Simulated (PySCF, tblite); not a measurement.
# C6H10AlF: geometry, infrared bands and NMR shifts

Aim: predict the infrared bands and NMR shifts of C6H10AlF (`C=C[CH2][Al]([F])[CH]1CC1`).

The runs use tblite 0.8.0 and PySCF 2.14.0, with density-fitted response routines of our own; the level of theory stands in each step. All values are computed, except where a source is named. Atoms are numbered from 0 throughout.

**1. The starting structure**

18 atoms, charge 0, multiplicity 1; geometry from: force field or distance geometry start.

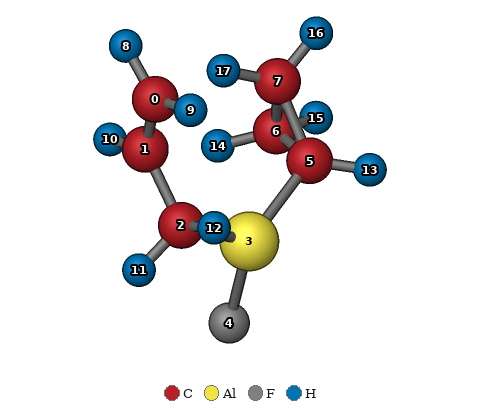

The starting geometry (carbon red, aluminium yellow, fluorine grey, hydrogen blue), atoms numbered.

**2. Geometry optimisation with GFN2-xTB**

Job settings and geometry (Å):

```
{"job": {"kind": "relax", "xc": "GFN2-xTB", "basis": "xTB"}, "charge": 0, "multiplicity": 1}
C      2.399800     1.267300    -0.772900
C      1.859300     0.354100     0.034800
C      1.730800    -1.075300    -0.406900
Al    -0.181400    -1.642900    -0.391000
F     -0.607100    -3.089100     0.662200
C     -1.694300    -0.444500    -0.846500
C     -2.434000     0.086300     0.359700
C     -1.583400     1.032700    -0.491100
H      2.457900     2.276900    -0.346200
H      2.725900     1.034800    -1.769100
H      1.520400     0.567600     1.041100
H      2.332900    -1.743200     0.226100
H      2.115300    -1.147100    -1.418100
H     -2.329200    -0.770300    -1.665000
H     -2.000900    -0.033900     1.374000
H     -3.556400     0.157500     0.291200
H     -2.119400     1.773200    -1.107600
H     -0.644800     1.402400    -0.050900
```

Run with:

```console
OMP_NUM_THREADS=1 python probes_run.py task.json out
```

This one command runs all jobs of the session in turn.

Standard output:

```text
step      E/eV     max force
  0    -645.51287    2.634
  1    -645.79430    1.855
  2    -645.94073    2.060
  3    -646.01009    0.469
  4    -646.02726    0.395
  5    -646.05653    0.250
  6    -646.06304    0.327
  7    -646.07126    0.266
  8    -646.07923    0.195
  9    -646.08300    0.127
 10    -646.08569    0.123
 11    -646.08762    0.118
 12    -646.08979    0.135
 13    -646.09196    0.115
 14    -646.09416    0.115
 15    -646.09636    0.114
 16    -646.09888    0.127
 17    -646.10179    0.150
 18    -646.10468    0.126
 19    -646.10707    0.111
 20    -646.10910    0.110
 21    -646.11145    0.125
 22    -646.11459    0.156
 23    -646.11806    0.148
 24    -646.12098    0.119
 25    -646.12315    0.120
 26    -646.12526    0.117
 27    -646.12789    0.118
 28    -646.13054    0.127
 29    -646.13248    0.095
 30    -646.13400    0.096
 31    -646.13574    0.098
 32    -646.13781    0.137
 33    -646.14006    0.164
 34    -646.14228    0.167
 35    -646.14459    0.133
 36    -646.14702    0.176
 37    -646.14941    0.180
 38    -646.15132    0.119
 39    -646.15342    0.093
 40    -646.15507    0.080
 41    -646.15593    0.076
 42    -646.15677    0.058
 43    -646.15746    0.069
 44    -646.15840    0.097
 45    -646.15932    0.094
 46    -646.16005    0.064
 47    -646.16057    0.067
 48    -646.16100    0.052
 49    -646.16143    0.060
 50    -646.16184    0.062
 51    -646.16220    0.047
 52    -646.16253    0.042
 53    -646.16290    0.058
 54    -646.16337    0.067
 55    -646.16392    0.062
 56    -646.16445    0.056
 57    -646.16494    0.062
 58    -646.16550    0.074
 59    -646.16628    0.088
 60    -646.16733    0.093
 61    -646.16877    0.090
 62    -646.17011    0.094
 63    -646.17142    0.094
 64    -646.17319    0.108
 65    -646.17565    0.159
 66    -646.17739    0.148
 67    -646.17922    0.152
 68    -646.18032    0.107
 69    -646.18203    0.085
 70    -646.18375    0.112
 71    -646.18728    0.186
 72    -646.19101    0.189
 73    -646.19561    0.160
 74    -646.19876    0.177
 75    -646.19949    0.204
 76    -646.20320    0.112
 77    -646.20450    0.103
 78    -646.20595    0.086
 79    -646.20734    0.073
 80    -646.20840    0.081
 81    -646.20935    0.072
 82    -646.21004    0.056
 83    -646.21071    0.050
 84    -646.21111    0.037
 85    -646.21141    0.041
 86    -646.21181    0.052
 87    -646.21234    0.056
 88    -646.21284    0.045
 89    -646.21318    0.036
 90    -646.21338    0.033
 91    -646.21360    0.033
 92    -646.21390    0.043
 93    -646.21421    0.047
 94    -646.21449    0.048
 95    -646.21478    0.046
 96    -646.21520    0.056
 97    -646.21575    0.059
 98    -646.21628    0.065
 99    -646.21664    0.068
100    -646.21694    0.047
101    -646.21723    0.044
102    -646.21767    0.049
103    -646.21806    0.050
104    -646.21853    0.058
105    -646.21895    0.054
106    -646.21928    0.039
107    -646.21947    0.030
108    -646.21961    0.056
109    -646.21978    0.046
110    -646.22007    0.037
111    -646.22028    0.039
112    -646.22058    0.044
113    -646.22094    0.042
114    -646.22152    0.060
115    -646.22243    0.089
116    -646.22372    0.116
117    -646.22506    0.091
118    -646.22592    0.068
119    -646.22643    0.067
120    -646.22682    0.050
121    -646.22721    0.040
122    -646.22745    0.027
123    -646.22758    0.021
124    -646.22766    0.022
125    -646.22774    0.024
126    -646.22782    0.018
127    -646.22790    0.017
128    -646.22796    0.015
129    -646.22799    0.015
130    -646.22800    0.012
131    -646.22803    0.012
132    -646.22806    0.012
133    -646.22808    0.014
134    -646.22810    0.013
135    -646.22812    0.017
136    -646.22814    0.018
137    -646.22817    0.015
138    -646.22819    0.014
139    -646.22822    0.013
140    -646.22826    0.018
141    -646.22830    0.026
142    -646.22835    0.027
143    -646.22839    0.019
144    -646.22844    0.014
145    -646.22848    0.012
146    -646.22851    0.015
147    -646.22854    0.015
148    -646.22858    0.016
149    -646.22863    0.016
150    -646.22869    0.019
151    -646.22877    0.021
152    -646.22885    0.018
153    -646.22893    0.018
154    -646.22900    0.016
155    -646.22906    0.017
156    -646.22910    0.012
157    -646.22913    0.009
```

It took 2 s on 1 thread of Arm Neoverse N1, shared host; peak memory 0.18 GiB.

Along the way: (not every step is listed)

```tsv
step	energy from step 0 (eV)	largest force (eV/Å)
0	0.0000	2.6344
1	-0.2814	1.8552
2	-0.4279	2.0602
3	-0.4972	0.4686
4	-0.5144	0.3953
5	-0.5437	0.2499
6	-0.5502	0.3274
7	-0.5584	0.2661
8	-0.5664	0.1949
22	-0.6017	0.1559
36	-0.6341	0.1759
50	-0.6490	0.0624
64	-0.6603	0.1084
78	-0.6931	0.0855
92	-0.7010	0.0430
106	-0.7064	0.0393
120	-0.7139	0.0499
134	-0.7152	0.0125
148	-0.7157	0.0163
152	-0.7160	0.0185
153	-0.7161	0.0179
154	-0.7161	0.0157
155	-0.7162	0.0172
156	-0.7162	0.0124
157	-0.7163	0.0095
```

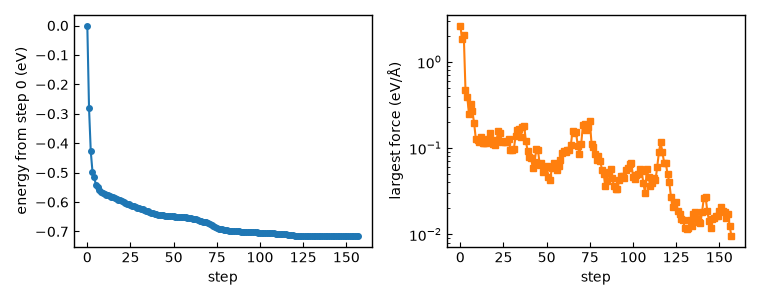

Energy and largest force along the relaxation.

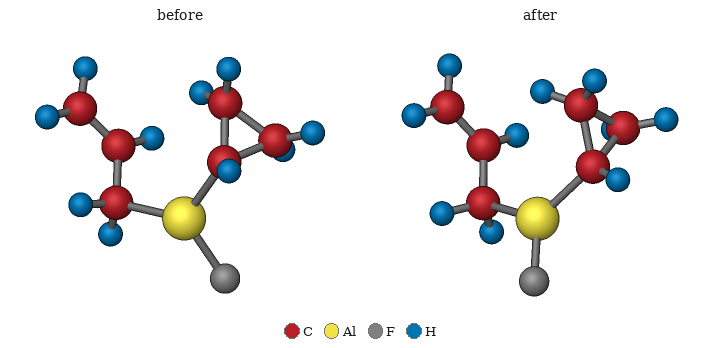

The geometry before (left) and after (right).

Distances of close pairs at the start and the end, largest changes first:

```tsv
bond	before (Å)	after (Å)	change (Å)
Al3–F4	1.839	1.654	-0.185
C6–C7	1.531	1.484	-0.047
C6–H15	1.127	1.081	-0.046
C6–H14	1.109	1.081	-0.028
C7–H16	1.103	1.081	-0.022
C2–Al3	1.995	2.016	+0.021
C0–H8	1.098	1.077	-0.021
C7–H17	1.101	1.081	-0.019
```

The next job starts from the end point, and lists it.

**3. Infrared spectrum with GFN2-xTB**

Job settings and geometry (Å):

```
{"job": {"kind": "ir", "xc": "GFN2-xTB", "basis": "xTB"}, "charge": 0, "multiplicity": 1}
C      2.262437     1.275637    -0.584686
C      1.783504     0.340091     0.220717
C      1.661447    -1.099020    -0.130088
Al    -0.195117    -1.693478    -0.644688
F     -0.320529    -3.265024    -1.144918
C     -1.826480    -0.576433    -0.601091
C     -2.038548     0.416163     0.527150
C     -1.717469     0.919396    -0.831387
H      2.324968     2.308526    -0.287563
H      2.606688     1.043135    -1.580180
H      1.442801     0.614090     1.212096
H      1.989493    -1.720939     0.714435
H      2.326867    -1.341000    -0.970493
H     -2.756438    -1.010583    -0.976827
H     -1.277428     0.502915     1.290166
H     -3.042758     0.546272     0.904483
H     -2.496616     1.403742    -1.402324
H     -0.735580     1.342827    -0.991216
```

Standard output:

```text
mode    cm-1     km/mol
  1      14.5      0.64
  2      51.4      2.70
  3      61.7      0.47
  4      84.4      1.01
  5     106.8      8.20
  6     116.5      0.33
  7     165.5     12.80
  8     250.0     16.76
  9     269.3     11.99
 10     392.6      8.51
 11     467.2      4.50
 12     599.5     58.11
 13     610.4     76.10
 14     680.0     80.38
 15     781.2    161.76
 16     809.2      5.59
 17     822.3      8.67
 18     870.7     21.02
 19     910.6      0.41
 20     944.3      8.06
 21     974.8     22.06
 22     988.2     29.25
 23    1007.9      6.03
 24    1019.6     21.58
 25    1062.9      1.82
 26    1067.8      0.89
 27    1093.7     63.66
 28    1105.3      1.18
 29    1158.7      0.71
 30    1164.0     11.76
 31    1206.2     20.34
 32    1293.3      4.83
 33    1306.9      3.40
 34    1404.9      8.28
 35    1433.8      1.81
 36    1439.0      0.14
 37    1479.1      0.51
 38    1691.8     32.75
 39    2868.6     15.16
 40    2885.0     28.96
 41    2922.6     52.90
 42    3036.5     37.63
 43    3061.3     15.76
 44    3067.5     13.11
 45    3072.7     23.21
 46    3086.1     69.85
 47    3090.2     26.22
 48    3121.7     50.01
```

Run time: 1.2 s. Hardware: 1 thread of Arm Neoverse N1, shared host; peak memory 0.18 GiB.

Which atoms move in the most intense modes:

```tsv
cm⁻¹	km/mol	atoms
600	58.1	H12 21 %, H11 19 %, C2 18 %, Al3 12 %
610	76.1	Al3 18 %, C1 16 %, H8 12 %, H11 11 %
680	80.4	Al3 25 %, C2 22 %, C1 11 %
781	161.8	F4 51 %, Al3 47 %
1094	63.7	H11 36 %, C2 30 %, H12 25 %
2923	52.9	H13 92 %
3086	69.8	H16 35 %, H15 32 %, H17 15 %
3122	50.0	H8 75 %, H9 14 %
```

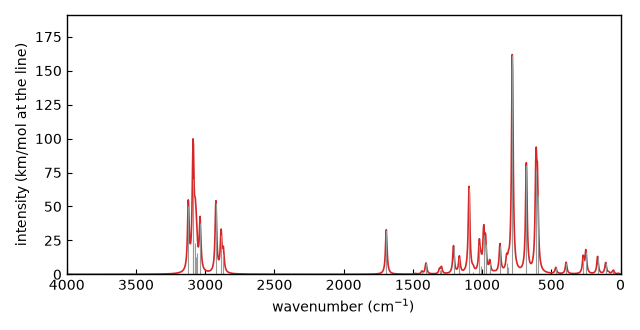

The infrared spectrum from these modes, unscaled. Lines are broadened to a width of 14 cm⁻¹ (Lorentzian).

**4. NMR shieldings: PBE0/pcSseg-1**

Settings changed since step 3:

```diff
@@ -1,2 +1,2 @@
-{"job": {"kind": "ir", "xc": "GFN2-xTB", "basis": "xTB"}, "charge": 0, "multiplicity": 1}
+{"job": {"kind": "nmr", "xc": "PBE0", "basis": "pcSseg-1"}, "charge": 0, "multiplicity": 1}
 C      2.262437     1.275637    -0.584686
```

Level: GIAO PBE0/pcSseg-1 NMR shielding, non-relativistic, gas phase.

Standard output:

```text
coarse grid: 15432 points
cycle   1  E = -576.2455042661  dE =  7.470e-01  |g| = 7.460e-01  |ddm| = 3.763e+00
cycle   2  E = -576.1478200796  dE =  9.768e-02  |g| = 1.104e+00  |ddm| = 1.229e+00
cycle   3  E = -576.3586412604  dE = -2.108e-01  |g| = 1.112e-01  |ddm| = 7.263e-01
cycle   4  E = -576.3610150457  dE = -2.374e-03  |g| = 3.615e-02  |ddm| = 1.051e-01
cycle   5  E = -576.3612882824  dE = -2.732e-04  |g| = 7.068e-03  |ddm| = 3.011e-02
cycle   6  E = -576.3612965100  dE = -8.228e-06  |g| = 3.717e-03  |ddm| = 8.217e-03
cycle   7  E = -576.3613000162  dE = -3.506e-06  |g| = 6.295e-04  |ddm| = 3.229e-03
final grid: 144464 points
cycle   8  E = -576.4156361657  dE = -4.655e-05  |g| = 8.851e-03  |ddm| = 2.941e-02
cycle   9  E = -576.4156261739  dE =  9.992e-06  |g| = 1.094e-02  |ddm| = 1.614e-02
cycle  10  E = -576.4156569036  dE = -3.073e-05  |g| = 7.826e-04  |ddm| = 8.953e-03
cycle  11  E = -576.4156569977  dE = -9.408e-08  |g| = 3.211e-04  |ddm| = 7.103e-04
cycle  12  E = -576.4156570153  dE = -1.763e-08  |g| = 6.475e-05  |ddm| = 2.451e-04
cycle  13  E = -576.4156570160  dE = -6.860e-10  |g| = 2.999e-05  |ddm| = 7.958e-05
converged SCF energy = -576.4156570160

GIAO shielding tensors (ppm)
atom      isotropic    diamagn.    paramagn.     s11        s22        s33       span
  0 C       69.454     254.067    -184.613    -43.890     94.708    157.545    201.435
  1 C       42.340     256.586    -214.246    -81.305     44.185    164.139    245.444
  2 C      163.086     252.259     -89.173    138.295    160.386    190.576     52.281
  3 Al     383.692     795.071    -411.379    288.792    367.073    495.212    206.420
  4 F      306.924     469.262    -162.339    197.887    350.995    371.888    174.001
  5 C      190.751     256.718     -65.967    148.156    182.165    241.932     93.776
  6 C      186.892     251.832     -64.940    159.550    178.493    222.632     63.082
  7 C      184.260     251.577     -67.317    155.556    174.077    223.149     67.593
  8 H       26.820      30.438      -3.619     23.207     26.251     31.000      7.793
  9 H       26.434      31.173      -4.739     22.857     26.170     30.274      7.417
 10 H       25.557      33.203      -7.645     22.675     25.890     28.107      5.432
 11 H       30.088      29.775       0.313     26.382     28.202     35.681      9.299
 12 H       29.754      30.379      -0.625     26.160     29.001     34.099      7.939
 13 H       32.225      30.842       1.383     25.050     27.764     43.861     18.811
 14 H       31.413      33.298      -1.885     24.830     28.857     40.552     15.722
 15 H       31.016      30.287       0.729     24.808     26.435     41.804     16.996
 16 H       31.110      30.385       0.726     24.941     26.520     41.870     16.929
 17 H       30.938      33.198      -2.261     23.157     28.054     41.602     18.445
```

Wall time 55 s (1 thread of Arm Neoverse N1, shared host); peak memory 0.85 GiB.

Shifts follow as δ = σ(reference) − σ, with reference shieldings (ppm) from runs at the same level and on the same kind of geometry: 1H TMS 31.72, 13C TMS 186.9, 19F CFCl3 170.9, 27Al AlH4- 490.0. The references are single molecules in the gas phase, so shifts against H2O, NH3, PH3, H3PO4 or CFCl3 are not on the usual liquid scales and can be off by tens of ppm. Shifts against hydride references such as AlH4− lie on their own scale. Atoms listed in one row are averaged.

```tsv
atoms	environment	σ (ppm)	δ (ppm)
C1	alkene CH	42.3	144.6
C0	terminal =CH2 carbon	69.5	117.5
C2	allylic sp3 CH2 bonded to Al	163.1	23.8
C6, C7	three-membered-ring carbon	185.6	1.3
C5	three-membered-ring carbon	190.8	-3.8
H10	hydrogen on an alkene CH	25.56	6.16
H9	hydrogen on a terminal =CH2 carbon	26.43	5.28
H8	hydrogen on a terminal =CH2 carbon	26.82	4.90
H11, H12	hydrogen on an allylic sp3 CH2 bonded to Al	29.92	1.80
H15, H16	hydrogen on a three-membered-ring carbon	31.06	0.65
H14, H17	hydrogen on a three-membered-ring carbon	31.18	0.54
H13	hydrogen on a three-membered-ring carbon	32.23	-0.51
Al3	aluminium bonded to 2 C, F	383.7	106.3
F4	fluorine bonded to Al	306.9	-136.0
```

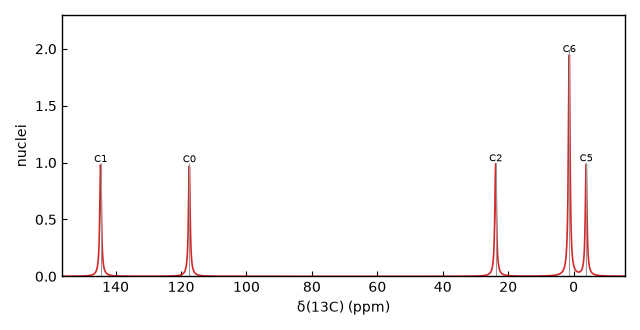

13C lines at the computed shifts, without couplings. Lines are broadened to a width of 0.59 ppm (Lorentzian).

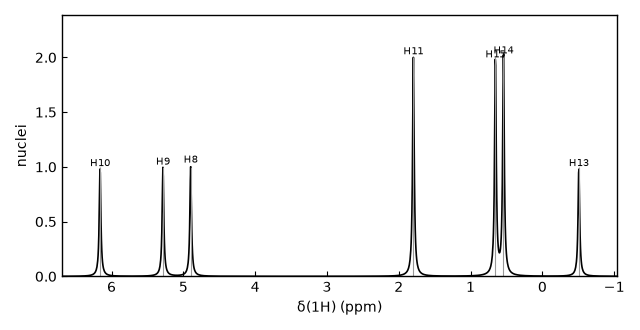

1H lines at the computed shifts, without couplings. Lines are broadened to a width of 0.03 ppm (Lorentzian).

Charges from the same density, by scheme (e):

```tsv
atoms	Mulliken	IAO	Hirshfeld	ESP fit
C0	-0.18	-0.35	-0.12	-0.59
C1	-0.23	-0.12	-0.04	0.08
C2	-0.58	-0.62	-0.20	-0.49
Al3	1.21	1.23	0.64	1.12
F4	-0.51	-0.56	-0.31	-0.52
C5	-0.61	-0.51	-0.19	-0.57
C6, C7	-0.21	-0.27	-0.09	-0.24
```

ESP fit charges:

C0 -0.59; C1 0.08; C2 -0.49; Al3 1.12; F4 -0.52; C5 -0.57; C6 -0.28; C7 -0.21; H8 0.20; H9 0.22; H10 0.10; H11 0.10; H12 0.12; H13 0.20; H14 0.10; H15 0.17; H16 0.15; H17 0.09

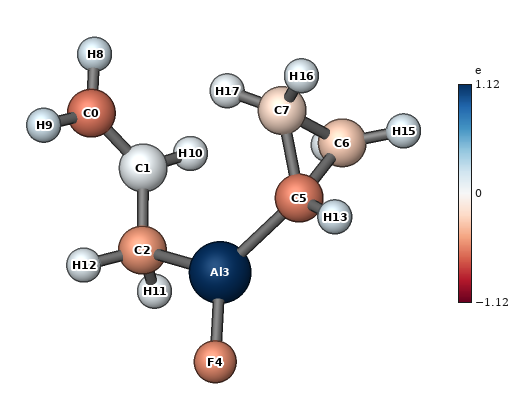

ESP fit charges, as colours on the atoms.

Mayer bond orders: C0–C1 1.96, C1–C2 1.02, C2–Al3 0.81, Al3–F4 0.88, Al3–C5 0.84, C5–C6 0.94, C6–C7 0.98, C7–C5 0.94.

Ring of atoms C5, C6, C7: NICS(0) -44.3, NICS(1) -8.7, NICS(1)zz -26.3 ppm (means of both faces).

In rings of three or four atoms NICS is ruled by the nearby σ bonds, so it says little on aromaticity.

**5. Summary of results**

| quantity | value |
| --- | --- |
| strongest single infrared mode (GFN2-xTB) | 781 cm⁻¹, 162 km/mol |
| zero-point energy (GFN2-xTB) | 87.4 kcal/mol |
| 13C shifts against TMS (PBE0/pcSseg-1, means over atoms taken as alike) | 144.6, 117.5, 23.8, 1.3, -3.8 ppm |
| 1H shifts against TMS (PBE0/pcSseg-1, means over atoms taken as alike) | 6.16, 5.28, 4.90, 1.80, 0.65, 0.54, -0.51 ppm |
| 27Al shifts against AlH4- (PBE0/pcSseg-1) | 106.3 ppm |
| 19F shifts against CFCl3 (PBE0/pcSseg-1) | -136.0 ppm |

**Reading.** Over 157 steps the energy fell by 0.716 eV; of the close pairs, Al3–F4 changed most, 1.839 to 1.654 Å. All 48 modes are real, so the xTB geometry is a minimum. The strongest single mode, at 781 cm⁻¹, moves mainly F4 and Al3. GFN2-xTB is a fitted tight-binding method: band positions and strengths are rough. Its intensities can rank the bands wrongly. C1 (alkene CH) lies farthest downfield among carbon, at 144.6 ppm; as expected for a trigonal carbon in a double bond. H10 (hydrogen on an alkene CH) lies farthest downfield among hydrogen, at 6.16 ppm; olefinic region. At PBE0/pcSseg-1: The widest tensor belongs to C1: span 245 ppm, with a paramagnetic part of -214 ppm.
